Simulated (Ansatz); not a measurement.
## BePd3C (built on the sites of a database entry of CaPd3C): a soft mode frozen in

Wanted: the energy along a soft mode of BePd3C (built on the sites of a database entry of CaPd3C) and the structure at the end.

Main program and level: Ansatz 0.2.0; DFT PBEsol, scalar-relativistic, plane waves, PAW.

The structure was built from a prototype and need not be the compound's stable phase.

**1. Starting point**

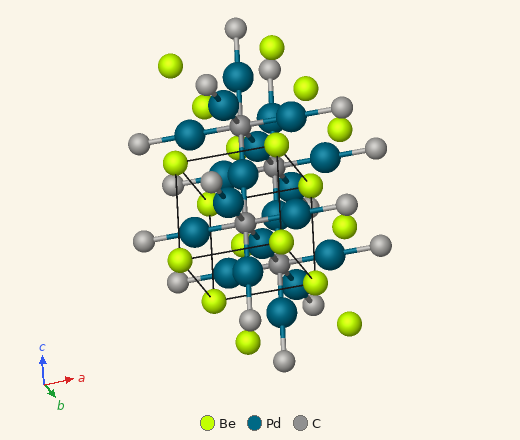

The cell as given, from a free direction (beryllium green, palladium blue, carbon grey). 1×2×2 cells are drawn. Some periodic images of atoms are drawn too.

As a file:

```cif
data_structure
_symmetry_space_group_name_H-M 'P 1'
_symmetry_Int_Tables_number 1
_cell_length_a 4.0157
_cell_length_b 4.0157
_cell_length_c 4.0157
_cell_angle_alpha 90.000
_cell_angle_beta 90.000
_cell_angle_gamma 90.000
_cell_volume 64.76
loop_
_atom_site_label
_atom_site_type_symbol
_atom_site_fract_x
_atom_site_fract_y
_atom_site_fract_z
_atom_site_occupancy
Be1 Be 0.00000 0.00000 0.00000 1
Pd2 Pd 0.00000 0.50000 0.50000 1
Pd3 Pd 0.50000 0.50000 0.00000 1
Pd4 Pd 0.50000 0.00000 0.50000 1
C5 C 0.50000 0.50000 0.50000 1
```

**2. Response at finite wavevector**

The cell comes from relaxations at this level that are not shown. Stability and thermal properties need the whole zone. Linear response on a 4×4×4 q mesh gives force constants as far as a supercell of that size would.

input.yaml reads:

```yaml
crystal:
  lattice:
    - [4.0156977755, 0.0, 0.0]
    - [0.0, 4.0156977755, 0.0]
    - [0.0, 0.0, 4.0156977755]
  atoms:
    - { symbol: Be, position: [0.0, 0.0, 0.0] }
    - { symbol: Pd, position: [0.0, 0.5, 0.5] }
    - { symbol: Pd, position: [0.5, 0.5, 0.0] }
    - { symbol: Pd, position: [0.5, 0.0, 0.5] }
    - { symbol: C, position: [0.5, 0.5, 0.5] }
kpoints:
  mp_grid: { grid: [12, 12, 12] }
hamiltonian:
  xc: pbesol
scf:
  occupations: { method: methfessel_paxton, width: 0.2 }
output:
  eigenvalues: true
phonons:
  method: dfpt
  qmesh: [4, 4, 4]
  temperatures: { t_max: 1000, t_step: 50 }
  qpath:
    path:
      - [[0.0, 0.0, 0.0], [0.0, 0.5, 0.0], [0.5, 0.5, 0.0], [0.0, 0.0, 0.0], [0.5, 0.5, 0.5], [0.0, 0.5, 0.0]]
      - [[0.5, 0.5, 0.5], [0.5, 0.5, 0.0]]
    npoints: 10
```

Started as:

```console
$ ansatz run input.yaml --threads 4 --pin off --max-ram 14336MiB --backend cpu --events-out ev --progress --plain --runs-dir out
```

Numbers of over 12 decimals in the logs are rounded to 6 here.

The program printed:

```text
Engine: ansatz 0.2.0, aarch64-unknown-linux-gnu
Pseudopotentials: kind: paw
Pseudopotential: Be, paw, valence charge 2, recommended cutoff 420 eV (normal), Be.paw.azcp
Pseudopotential: Pd, paw, valence charge 18, recommended cutoff 420 eV (normal), Pd.paw.azcp
Pseudopotential: C, paw, valence charge 4, recommended cutoff 420 eV (normal), C.paw.azcp
Functional definition: PBEsol
  exchange = pbesol_x
  correlation = pbesol_c
Crystal: 5 atoms, lattice volume = 64.756 Å³
Basis set: ecut = 420 eV, 1309 PW (Γ), exchange–correlation on 54×54×54 points (8 copies of the dense FFT grid, shifted against one another)
Bands: 36, of which v1, the nominal top of the filled ones, is band 30 counted from 1 (29 counted from 0)
Symmetry: 48 space group operations
k-points: 84 of 1728
Non-local potential: Be, projectors of the file, l = 0: 2, l = 1: 2, l = 2: 1
Non-local potential: Pd, projectors of the file, l = 0: 2, l = 1: 2, l = 2: 2, l = 3: 1
Non-local potential: C, projectors of the file, l = 0: 2, l = 1: 2, l = 2: 1
PAW form: soft (Blöchl's): semilocal exchange-correlation on the pseudo side does not see the compensation charge
PAW frozen core: Be, regenerated for the run's functional, and the local potential with it (the file was generated under x = pbe(κ = 0.804, μ = 0.219515), c = pbe(β = 0.066725))
PAW frozen core: Pd, regenerated for the run's functional, and the local potential with it (the file was generated under x = pbe(κ = 0.804, μ = 0.219515), c = pbe(β = 0.066725))
PAW frozen core: C, regenerated for the run's functional, and the local potential with it (the file was generated under x = pbe(κ = 0.804, μ = 0.219515), c = pbe(β = 0.066725))
PAW one-centre angular grid: Be, 110 points (default); XC on 64 Gauss nodes
PAW one-centre angular grid: Pd, 590 points (default); XC on 64 Gauss nodes
PAW one-centre angular grid: C, 110 points (default); XC on 64 Gauss nodes
Initial density: superposition of atomic densities (neutral atoms: chi_scale 0, normalization atom), corrected by the library's trained network
Initial wavefunctions: pseudopotential atomic-orbital guess
Functional: x = pbesol(κ = 0.804, μ = 0.123457), c = pbesol(β = 0.046)
SCF iter   1: F=—  HF=-21055.866252 eV  |F-HF|=—  |Δ(HF+E_count)|=         —  Δρ=7.82e-3  dr2=3.25e-2  ethr=1.77e-3  ⟨swp⟩=5.2  Hψ=11975  notcnv=0
preconditioner: auto → Kerker (q_TF=auto, 2.694 Å⁻¹)  [metal: Δε(μ)=0.014 eV  Ē_g=7.827 eV  σ=0.200 eV  W_gap=0.06  n_scr=18 (ndim 8)  ℏωp=27.7 eV  f_vac=0.000  D(μ)=4.14/eV (n_scr^D=32)]
SCF iter   2: F=—  HF=-21055.858527 eV  |F-HF|=—  |Δ(HF+E_count)|=   7.73e-3  S|Δr|=    0.00e0  Δρ=3.70e-3  dr2=7.50e-3  ethr=5.42e-5  ⟨swp⟩=2.0  Hψ=5222  notcnv=0
SCF iter   3: F=—  HF=-21055.856439 eV  |F-HF|=—  |Δ(HF+E_count)|=   2.09e-3  S|Δr|=    0.00e0  Δρ=6.81e-4  dr2=3.38e-4  ethr=1.25e-5  ⟨swp⟩=2.0  Hψ=4352  notcnv=0
SCF iter   4: F=—  HF=-21055.856382 eV  |F-HF|=—  |Δ(HF+E_count)|=   5.72e-5  S|Δr|=    0.00e0  Δρ=2.07e-4  dr2=4.55e-5  ethr=5.63e-7  ⟨swp⟩=2.0  Hψ=4103  notcnv=0
SCF iter   5: F=—  HF=-21055.856371 eV  |F-HF|=—  |Δ(HF+E_count)|=   1.12e-5  S|Δr|=    0.00e0  Δρ=4.08e-5  dr2=1.89e-6  ethr=7.59e-8  ⟨swp⟩=2.0  Hψ=3883  notcnv=0
SCF iter   6: F=—  HF=-21055.856371 eV  |F-HF|=—  |Δ(HF+E_count)|=   5.35e-7  S|Δr|=    0.00e0  Δρ=7.91e-6  dr2=2.63e-8  ethr=3.14e-9  ⟨swp⟩=2.0  Hψ=4016  notcnv=0
SCF iter   7: F=—  HF=-21055.856371 eV  |F-HF|=—  |Δ(HF+E_count)|=   1.83e-9  S|Δr|=    0.00e0  Δρ=1.28e-6  dr2=7.65e-10  ethr=4.39e-11  ⟨swp⟩=2.0  Hψ=3788  notcnv=0
SCF iter   8: F=—  HF=-21055.856371 eV  |F-HF|=—  |Δ(HF+E_count)|=  3.64e-11  S|Δr|=    0.00e0  Δρ=2.79e-7  dr2=8.76e-11  ethr=1.28e-12  ⟨swp⟩=2.1  Hψ=4418  notcnv=0
SCF iter   9: F=-21055.856371 eV  HF=-21055.856371 eV  |F-HF|=0.00e0  |Δ(HF+E_count)|=  1.09e-11  S|Δr|=    0.00e0  Δρ=6.31e-8  dr2=4.12e-12  ethr=1.00e-12  ⟨swp⟩=7.7  Hψ=14064  notcnv=0
SCF 1 converged in 9 iterations: F = -21055.856371 eV  dr2 = 4.12e-12
  greatest PAW one-centre occupation: 0.999 electrons in one spin orbital (limit 2), on the Pd atom at site 3 (counted from 0), in its partial waves of l = 0
Initial density: read from a saved state, or passed on in memory by an earlier SCF of this step, an earlier step, the calling program or the single point that the run made first
iter 1 solved again at ethr=2.50e-7 eV; its pass at ethr=3.10e-3 eV (dr2=1.50e-4 eV) is discarded
SCF iter   1: F=—  HF=-21055.856371 eV  |F-HF|=—  |Δ(HF+E_count)|=         —  Δρ=7.35e-7  dr2=3.33e-10  ethr=2.50e-7  ⟨swp⟩=2.9  Hψ=18858  notcnv=0
eigensolver tolerance schedule: the retry pair's looser diagonalisation over-reported the residual by 451979.07 of it (diagonalisation noise at an unbounded share of the residual, at the tolerance the schedule requests for it); recorded, not acted on — ethr = c·dr2/N_el stays at c = 1.0e-1
preconditioner: auto → Kerker (q_TF=auto, 2.694 Å⁻¹)  [metal: Δε(μ)=0.021 eV  Ē_g=7.837 eV  σ=0.200 eV  W_gap=0.09  n_scr=18 (ndim 8)  ℏωp=27.7 eV  f_vac=0.000  D(μ)=4.15/eV (n_scr^D=32)]
SCF iter   2: F=—  HF=-21055.856371 eV  |F-HF|=—  |Δ(HF+E_count)|=   7.47e-7  S|Δr|=    0.00e0  Δρ=3.56e-7  dr2=6.89e-11  ethr=1.00e-12  ⟨swp⟩=3.5  Hψ=7553  notcnv=0
SCF iter   3: F=—  HF=-21055.856371 eV  |F-HF|=—  |Δ(HF+E_count)|=  1.46e-11  S|Δr|=    0.00e0  Δρ=2.37e-7  dr2=3.10e-11  ethr=1.00e-12  ⟨swp⟩=1.0  Hψ=3024  notcnv=0
SCF iter   4: F=-21055.856371 eV  HF=-21055.856371 eV  |F-HF|=0.00e0  |Δ(HF+E_count)|=  7.28e-12  S|Δr|=    0.00e0  Δρ=5.80e-8  dr2=2.05e-12  ethr=1.00e-12  ⟨swp⟩=2.0  Hψ=6663  notcnv=0
SCF 2 converged in 4 iterations: F = -21055.856371 eV  dr2 = 2.05e-12
phonons: the bands overlap, so this run is a metal and interpolates without the dipole-dipole term. If the crystal is really an insulator or semiconductor, its LO-TO splitting is missing
NSCF: frozen V_eff on 84 k-points
WARN: eigensolver did not converge (k=81): 1 band(s) unlocked after 20 sweeps at ethr=1.39e-12 eV (storage-precision floor; scheduled 1.00e-12 eV) (lowest unlocked band 35, counted from 0; max residual 2.32e-6 eV among the unlocked bands, 2.32e-6 eV over every band; other slots of this pass that fall short are told together in one closing line; warning suppressed until the next SCF loop or pass starts)
NSCF: frozen V_eff on 343 k-points
DFPT response loops at q = (0, 0, 0) (fractional): preconditioner auto → Kerker (q_TF=auto, 2.694 Å⁻¹) (partly filled bands, converged f_vac=0.000); β = 1.00, the filter's whole step (`scf.mixing.beta` (0.50) is not read by the response loops under this deck's `scf.mixing.preconditioner`; to damp them name `kerker` or `kerker_dos`, under which they read `scf.mixing.beta`, and type it under 1.00, their step now; both keys bind the ground state too); Broyden in place of MSR1
NSCF: frozen V_eff on 1176 k-points
DFPT response loops at q = (0, 0, 0.25) (fractional): mixed as the last ones told, above
NSCF: frozen V_eff on 686 k-points
DFPT response loops at q = (0, 0, -0.5) (fractional): mixed as the last ones told, above
NSCF: frozen V_eff on 2016 k-points
DFPT response loops at q = (0, 0.25, 0.25) (fractional): mixed as the last ones told, above
NSCF: frozen V_eff on 1176 k-points
DFPT response loops at q = (0, 0.25, -0.5) (fractional): mixed as the last ones told, above
NSCF: frozen V_eff on 686 k-points
DFPT response loops at q = (0, -0.5, -0.5) (fractional): mixed as the last ones told, above
NSCF: frozen V_eff on 3456 k-points
DFPT response loops at q = (0.25, 0.25, 0.25) (fractional): mixed as the last ones told, above
NSCF: frozen V_eff on 2016 k-points
DFPT response loops at q = (0.25, 0.25, -0.5) (fractional): mixed as the last ones told, above
NSCF: frozen V_eff on 1176 k-points
DFPT response loops at q = (0.25, -0.5, -0.5) (fractional): mixed as the last ones told, above
NSCF: frozen V_eff on 686 k-points
DFPT response loops at q = (-0.5, -0.5, -0.5) (fractional): mixed as the last ones told, above
SCF converged after 9 iterations
Stability not checked: this state was not tested for a lower state beside it, because cold or Methfessel-Paxton smearing, or corrected tetrahedra, fill the levels in a way that the test cannot read (fill_not_monotonic; see scf.lower_state_search)
Free energy (F): -21055.856371 eV
Harris-Foulkes:  -21055.856371 eV  (|F-HF|=0.00e0)
Internal energy: -21055.848899 eV  (E = F + TS)
E sigma→0 (E₀):  -21055.854503 eV
Entropy (-TS):   -0.007471 eV (-1.494 meV/atom)
Fermi energy:    15.938268 eV
--- Per-component energies (eV) ---
  E_band       = -619.519794
  E_kinetic    = 1644.403384
  E_local      = -7184.193390  (includes V_loc(G=0)·N_el)
  E_nonlocal   = 687.912713
  E_hartree    = 2969.955391
  E_xc         = -569.314145
  E_vxc        = -712.433678  (∫ρ·V_xc dr)
  E_paw        = -11205.958963  (= ΣΔE_a)
  E_vpaw       = -995.120213  (= ΣTr[D̂ρ^β])
  E_aug_tail   = 0.000537  (compensation charges beyond the density's cutoff)
  E_ewald      = -7399.592630
  E_core_change = 0.938204  (= ΣΔE_core)
  E_smearing   = -0.007471  (= −TS)
  E_closure    = 0.000000  (closes the sum)
  Σ components = -21055.856371   (vs F -21055.856371, Δ=0.00e0)
--- Band table (eV; the first three rows and the last of 84) ---
  k-point 0: bands = [... 26 lower, 13.4153, 14.8210, 14.8210, 14.8210, 14.9244, 18.3445, 18.3445, 18.3445, ... 2 higher]
  k-point 1: bands = [... 26 lower, 13.6564, 14.8211, 14.8805, 14.9170, 14.9170, 18.2711, 18.4371, 18.4371, ... 2 higher]
  k-point 2: bands = [... 26 lower, 13.8977, 14.7519, 14.8214, 15.1681, 15.1681, 18.2479, 18.6997, 18.6997, ... 2 higher]
  k-point 83: bands = [... 26 lower, 14.6766, 14.6766, 14.7172, 14.7172, 14.7172, 18.1944, 18.1944, 18.1944, ... 2 higher]
--- Phonons (Γ-DFPT): 4 representative perturbations + reference (Σ response iterations 13) ---
  ASR residual: 1.725e-4 → 0.000e0 eV/Å²; symmetrization residual: 4.696e-6 eV/Å²
  ASR residual per site (eV/Å²): 1.73e-4 3.66e-5 3.66e-5 3.66e-5 6.25e-8
  Γ frequencies (cm⁻¹): -107.58 -107.58 -107.58 0.00 0.00 0.00 75.35 75.35 75.35 143.54 143.54 143.54 492.34 492.34 492.34
--- Phonons (arbitrary-q DFPT): 10 irreducible q on the 4×4×4 mesh ---
  q = [0.0000, 0.0000, 0.0000] (star 1, of the zone-centre solve; hermiticity 4.52e-7, symmetrization 5.59e-13): -107.58 -107.58 -107.58 -0.00 -0.00 -0.00 75.35 75.35 75.35 143.54 143.54 143.54 492.34 492.34 492.34
  q = [0.0000, 0.0000, 0.2500] (star 6, 9 solved perturbations in 4536 linear systems a pass and spin channel, the states on 588 of 1728 k-point pairs; hermiticity 4.52e-7, symmetrization 4.88e-13): -103.84 -103.84 -69.06 -66.02 33.15 33.15 52.37 52.37 96.26 142.61 142.61 208.44 486.02 486.02 601.74
  q = [0.0000, 0.0000, -0.5000] (star 3, 9 solved perturbations in 2646 linear systems a pass and spin channel, the states on 343 of 1728 k-point pairs; hermiticity 3.76e-7, symmetrization 1.72e-11): -127.93 -127.93 -95.93 23.87 43.25 43.25 73.87 73.87 146.02 146.02 158.00 238.49 495.56 495.56 691.99
  q = [0.0000, 0.2500, 0.2500] (star 12, 9 solved perturbations in 7686 linear systems a pass and spin channel, the states on 1008 of 1728 k-point pairs; hermiticity 4.03e-7, symmetrization 2.66e-13): -94.96 -91.98 -88.35 -85.60 -45.59 25.82 64.03 71.40 107.76 143.68 189.21 228.50 491.63 597.16 621.52
  q = [0.0000, 0.2500, -0.5000] (star 12, 15 solved perturbations on 588 of 1728 k-point pairs; hermiticity 3.59e-7, symmetrization 1.69e-11): -120.39 -111.68 -106.42 -57.61 -48.84 -47.54 93.14 94.00 124.83 139.13 192.35 256.49 487.18 619.85 700.25
  q = [0.0000, -0.5000, -0.5000] (star 3, 9 solved perturbations in 2646 linear systems a pass and spin channel, the states on 343 of 1728 k-point pairs; hermiticity 3.42e-7, symmetrization 1.76e-11): -102.14 -94.30 -94.30 -90.21 -90.21 -81.23 110.00 120.37 120.37 148.06 198.39 279.87 482.90 707.38 707.38
  q = [0.2500, 0.2500, 0.2500] (star 8, 4 solved perturbations in 4536 linear systems a pass and spin channel, the states on 1728 of 1728 k-point pairs; hermiticity 1.32e-7, symmetrization 5.70e-13): -111.13 -111.13 -88.64 -60.27 -60.27 31.40 90.12 90.12 118.60 186.74 186.74 249.82 600.46 623.14 623.14
  q = [0.2500, 0.2500, -0.5000] (star 12, 9 solved perturbations in 7686 linear systems a pass and spin channel, the states on 1008 of 1728 k-point pairs; hermiticity 2.24e-7, symmetrization 1.67e-11): -124.50 -110.54 -91.85 -77.06 -69.27 -45.63 104.25 111.37 124.76 183.20 192.58 275.11 611.70 625.22 703.47
  q = [0.2500, -0.5000, -0.5000] (star 6, 9 solved perturbations in 4536 linear systems a pass and spin channel, the states on 588 of 1728 k-point pairs; hermiticity 2.24e-7, symmetrization 1.75e-11): -105.05 -105.05 -98.12 -95.29 -95.29 -74.53 123.12 127.99 127.99 187.17 196.84 297.62 619.95 708.50 708.50
  q = [-0.5000, -0.5000, -0.5000] (star 1, 4 solved perturbations in 931 linear systems a pass and spin channel, the states on 343 of 1728 k-point pairs; hermiticity 2.61e-8, symmetrization 1.69e-11): -107.09 -107.09 -107.09 -102.80 -102.80 -102.80 132.82 132.82 132.82 196.72 196.72 317.97 709.68 709.68 709.68
  sum rule: each row above includes the acoustic sum rule's correction from the zone centre's row sums; it moved no ω² by more than (2.28 cm⁻¹)²
  mesh force constants: q→R imaginary residual 2.69e-19; ASR residual 1.725e-4 → 0.000e0 eV/Å²; symmetrization residual 3.197e-14 eV/Å²
  interpolated dispersion: 62 rows × 15 modes
  density of states and harmonic sums: on the 16×16×16 q-mesh, interpolated from the force constants of a 4×4×4 supercell (no non-analytic term)
  largest difference from the sums on the solved wave vectors: F 3.91e-2 eV, S 4.80e-5 and C_V 8.83e-6 eV/K
  zero-point energy: 0.169626 eV/cell   skipped modes (ω ≤ 0): 856, of them read as no rigid motion or as one in doubt: 853 (5.256e0 modes/cell left out, lowest -131.57 cm⁻¹)   left out of the sums: 3.50e-1 of the cell's modes: C_V's classical limit lies that fraction below 3 k_B per atom; for a crystal, a wire or a layer, F and S can be off by more, and a phonons.interpolated_qmesh denser along its periods is the remedy for the sampling
```

It took 61 min on 4 threads of Arm Neoverse V1, shared host; peak memory 7.7 GiB; 4 h of CPU time.

Numbers from this step:

```yaml
volume_per_atom: 12.95 Å³
gap_on_the_k_mesh: 0 eV
sum_rule_residual_before_enforcement: 1.73e-4 eV/Å²
lowest_frequency_on_the_path: -131.8 cm⁻¹
point_group: m-3m
highest_frequency_on_the_path_or_at_a_solved_wavevector: 709.7 cm⁻¹
highest_optical_mode_at_the_zone_centre_no_lo_to_term: 492.3 cm⁻¹
lowest_optical_zone_centre_mode: -107.6 cm⁻¹
lowest_mode_on_the_q_mesh_acoustic_modes_at_gamma_apart: -127.9 cm⁻¹
```

Frequencies (cm⁻¹) solved at each irreducible wavevector; negative means imaginary. Frequencies by wavevector, by row:

| q in reciprocal lattice units | star | mode 1 | mode 2 | mode 3 | mode 4 | mode 13 | mode 14 | mode 15 |
| --- | --- | --- | --- | --- | --- | --- | --- | --- |
| 0 0 0 | 1 | -107.6 | -107.6 | -107.6 | 0 | 492.3 | 492.3 | 492.3 |
| 0 0 0.25 | 6 | -103.8 | -103.8 | -69.1 | -66 | 486 | 486 | 601.7 |
| 0 0 -0.5 | 3 | -127.9 | -127.9 | -95.9 | 23.9 | 495.6 | 495.6 | 692 |
| 0 0.25 0.25 | 12 | -95 | -92 | -88.3 | -85.6 | 491.6 | 597.2 | 621.5 |
| 0 0.25 -0.5 | 12 | -120.4 | -111.7 | -106.4 | -57.6 | 487.2 | 619.9 | 700.2 |
| 0 -0.5 -0.5 | 3 | -102.1 | -94.3 | -94.3 | -90.2 | 482.9 | 707.4 | 707.4 |
| 0.25 0.25 0.25 | 8 | -111.1 | -111.1 | -88.6 | -60.3 | 600.5 | 623.1 | 623.1 |
| 0.25 0.25 -0.5 | 12 | -124.5 | -110.5 | -91.8 | -77.1 | 611.7 | 625.2 | 703.5 |
| 0.25 -0.5 -0.5 | 6 | -105 | -105 | -98.1 | -95.3 | 620 | 708.5 | 708.5 |
| -0.5 -0.5 -0.5 | 1 | -107.1 | -107.1 | -107.1 | -102.8 | 709.7 | 709.7 | 709.7 |

Interpolated from a 4×4×4 q mesh. The phonon branches at the labelled points (cm⁻¹):

| point | branch 1 | branch 2 | branch 3 | branch 4 | branch 12 | branch 13 | branch 14 | branch 15 |
| --- | --- | --- | --- | --- | --- | --- | --- | --- |
| Γ | -108 | -108 | -108 | 0 | 144 | 492 | 492 | 492 |
| X | -128 | -128 | -96 | 24 | 238 | 496 | 496 | 692 |
| M | -102 | -94 | -94 | -90 | 280 | 483 | 707 | 707 |
| Γ | -108 | -108 | -108 | 0 | 144 | 492 | 492 | 492 |
| R | -107 | -107 | -107 | -103 | 318 | 710 | 710 | 710 |
| X | -128 | -128 | -96 | 24 | 238 | 496 | 496 | 692 |
| jump to R | -107 | -107 | -107 | -103 | 318 | 710 | 710 | 710 |
| M | -102 | -94 | -94 | -90 | 280 | 483 | 707 | 707 |

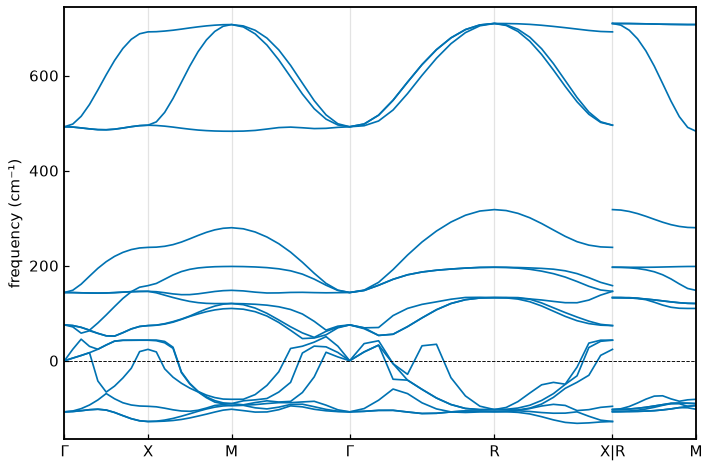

Phonon branches along the path.

Symmetry leaves 10 wavevectors to solve. The lowest mode among them, the acoustic zeros apart, lies at q = (0, 0, -0.5) and is imaginary, 127.9i cm⁻¹, so the energy falls along it. Between them the interpolated path dips to 132i cm⁻¹.

**3. The mode frozen in, largest atomic shift 0 Å**

The mode followed lies at Γ with frequency 107.6i cm⁻¹ and is 3-fold degenerate, one of the unstable modes though not the softest. At small amplitude the distorted cell has space group no. 99 by a symmetry search on the positions. The undistorted cell that holds it gives the zero of energy on the same k mesh.

input.yaml, the sections that differ from step 2:

```yaml
output:
  forces: true
  stress: true
  eigenvalues: true
# crystal, kpoints, hamiltonian, scf: as in step 2
# phonons: removed
```

The program printed:

```text
[...]
Crystal: 5 atoms, lattice volume = 64.756 Å³
Basis set: ecut = 420 eV, 1309 PW (Γ), exchange–correlation on 54×54×54 points (8 copies of the dense FFT grid, shifted against one another)
Bands: 36, of which v1, the nominal top of the filled ones, is band 30 counted from 1 (29 counted from 0)
Symmetry: 48 space group operations
[...]
k-points: 84 of 1728
[...]
k-point 0: bands = [... 26 lower, 13.4153, 14.8209, 14.8209, 14.8209, 14.9244, 18.3445, 18.3445, 18.3445, ... 2 higher]
  k-point 1: bands = [... 26 lower, 13.6564, 14.8211, 14.8805, 14.9170, 14.9170, 18.2711, 18.4371, 18.4371, ... 2 higher]
  k-point 2: bands = [... 26 lower, 13.8976, 14.7519, 14.8213, 15.1681, 15.1681, 18.2480, 18.6997, 18.6997, ... 2 higher]
  k-point 83: bands = [... 26 lower, 14.6766, 14.6766, 14.7172, 14.7172, 14.7172, 18.1944, 18.1944, 18.1944, ... 2 higher]
[key lines of the parts left out:]
SCF converged after 6 iterations
Free energy (F): -21055.856371 eV
Fermi energy:    15.938252 eV
P = ⅓ Tr σ = -0.0047 GPa (-0.047 kbar)
```

Wall time 2.8 s (4 threads); peak memory 0.44 GiB; 10 s of CPU time.

This step gave:

```
pressure                         : -0.004679 GPa
energy from the undistorted cell : 0 meV/atom
```

The run ends at a pressure of 0.00 GPa.

(Continued in part 2 of 3.)

[Logs are printed without paths, hosts, clocks, repeated set-up lines and the standing remarks that a program may print on its own settings, such as how far it seeks lower states.]

[Hosts, paths, dates, database ids (printed as entryN), source tags and the programs' standing remarks are cut or masked in the printed files.]
